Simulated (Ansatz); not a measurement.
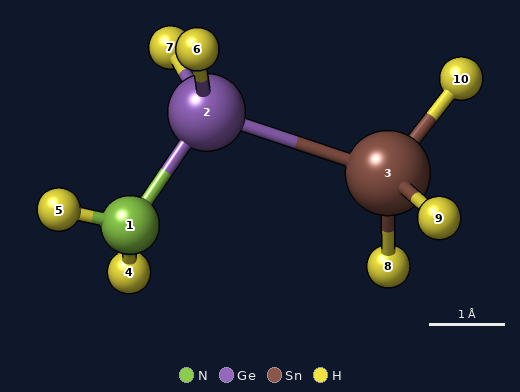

**Figure 1.** The structure (ball-and-stick view, seen at a tilt; atoms are numbered from 1 in the order of the input). Sticks mark near contacts. Bond lengths as drawn: Ge–H 1.54 to 1.55 Å, Ge–N 1.85 Å, Ge–Sn 2.60 Å, H–N 1.01 Å and H–Sn 1.71 Å.

## Single-point calculation of GeSnNH$_{7}$

GeSnNH$_{7}$, SMILES [NH2][GeH2][SnH3], computed with RHF-CCSD(T), frozen core/def2-SVP (Ansatz 0.2.0).

The geometry comes from this level: PBE0-D4/def2-TZVP.

The input
```yaml
crystal:
  periodic: [false, false, false]
  atoms:
    - {symbol: N, position_ang: [-1.678685, 0.504306, -0.791100]}
    - {symbol: Ge, position_ang: [0.106729, 0.863048, -0.466675]}
    - {symbol: Sn, position_ang: [0.980109, -1.032853, 1.080316]}
    - {symbol: H, position_ang: [-1.833005, -0.374330, -1.267356]}
    - {symbol: H, position_ang: [-2.145887, 1.231705, -1.316654]}
    - {symbol: H, position_ang: [0.144151, 2.236906, 0.226932]}
    - {symbol: H, position_ang: [0.971248, 0.961855, -1.751048]}
    - {symbol: H, position_ang: [0.535095, -2.553294, 0.437719]}
    - {symbol: H, position_ang: [0.320141, -0.899506, 2.647602]}
    - {symbol: H, position_ang: [2.683204, -0.988934, 1.203365]}
basis:
  gaussian: {orbitals: def2-SVP}
correlation: {method: ccsd_t}
```

Command:
```bash
ansatz run in.yaml --threads 4 --pin off --events-out ev --progress --plain --max-ram 10444MiB
```

Output
```
Functional definition: HF
  name "HF"
  cite "Fock, Z. Phys. 61, 126 (1930) doi:10.1007/BF01340294"
  parent pbe
  exchange = exact_x
  correlation = 0
1157 factors; integrals over basis functions are off by at most 1.5e-3 eV
mean field evaluation 1: about -63860.4315 eV, gradient 3.0e1 eV
mean field evaluation 2: about -63860.4787 eV, gradient 3.0e1 eV
mean field evaluation 4: about -63862.8439 eV, gradient 2.6e0 eV
mean field evaluation 8: about -63862.8735 eV, gradient 1.4e-1 eV
mean field evaluation 16: about -63862.8116 eV, gradient 4.1e-1 eV
mean field -63862.87356888 eV, -2346.9173158461 hartree, gradient 9.3e-6 eV, S^2 0.000000; 0 other end points of the search recorded, 0 dependent functions left out
14 core orbitals not correlated: weight in the atoms' cores, before any rotation towards them, 1.000 or more for the frozen orbitals, at most 0.000 for the correlated occupied ones
reference -63862.87356888 eV, -2346.9173158461 hartree; 20, 20 occupied and 73, 73 virtual orbitals, 1157 factors
second order -14.39353300 eV of doubles, -0.00000000 eV of singles
cycle   1  -14.87596041 eV  change   -4.8e-1 eV  update   9.7e-2
cycle   2  -15.41787283 eV  change   -5.4e-1 eV  update   3.0e-2
cycle   3  -15.48371020 eV  change   -6.6e-2 eV  update   1.3e-2
cycle   4  -15.48010090 eV  change    3.6e-3 eV  update   3.1e-3
cycle   5  -15.48027327 eV  change   -1.7e-4 eV  update   1.0e-3
cycle   6  -15.47970744 eV  change    5.7e-4 eV  update   3.3e-4
cycle   7  -15.47962250 eV  change    8.5e-5 eV  update   1.3e-4
cycle   8  -15.47963478 eV  change   -1.2e-5 eV  update   5.6e-5
cycle   9  -15.47964034 eV  change   -5.6e-6 eV  update   2.1e-5
```

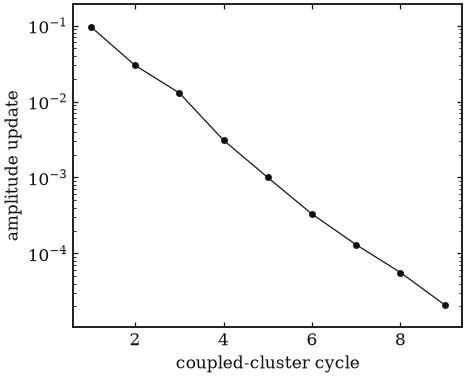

**Figure 2.** Convergence of the coupled-cluster equations: amplitude update against the coupled-cluster cycle. The residual falls at every step.

```
perturbative correction -0.42300048 eV, -0.0155449811 hartree
Total energy: -63878.77620971 eV, -2347.5017271173 hartree
```

Key numbers

| quantity | value |
| --- | --- |
| outcome | converged |
| total energy | −63878.7762 eV |
| mean-field energy | −63862.8736 eV |
| CCSD correlation | −15.4796 eV |
| (T) correction | −0.4230 eV |
| T1 diagnostic | 0.010 |
| SCF solution under orbital rotations | stable |
| hardware | 4 threads of Arm Neoverse V2, 23 GiB of memory available, shared host |
| wall time | 6 s (CPU time 22 s) |
| peak memory | 0.54 GiB |
